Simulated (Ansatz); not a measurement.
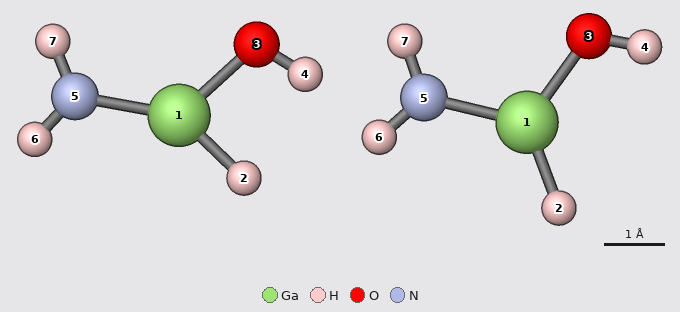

Two geometries of GaNH$_{4}$O, drawn at one scale. One is the start of a relaxation, the other its converged end. Style: ball-and-stick. Shown face on.

Computed with RKS B3LYP/def2-SVP (Ansatz). Settings: no spin polarisation; force threshold 0.03 eV/Å; at most 50 steps.

Which of the two is the end point?

The right one is the relaxed one. The run prepares an end point of a later path (reaction) calculation, from a guessed geometry. The energy falls by 0.699 eV in 6 geometry steps. Largest force component: 1.5 eV/Å at the start, 0.024 eV/Å at the end. H2 moves most after the best rigid fit: 0.66 Å. By element the largest moves are H 0.66 Å, O 0.20 Å, Ga 0.18 Å, N 0.16 Å. Among the contacts that change: Ga1–O3 1.782 → 1.797 Å, Ga1–H2 1.547 → 1.559 Å, Ga1–N5 1.800 → 1.811 Å. Bond angles that change, for instance: H2–Ga1–O3 86.1° → 123.6°, H2–Ga1–N5 146.3° → 124.3°, O3–Ga1–N5 127.4° → 112.1°. Cost: 11 s on 2 threads of Arm Neoverse V2, with other jobs on the host, peak memory 0.15 GiB.
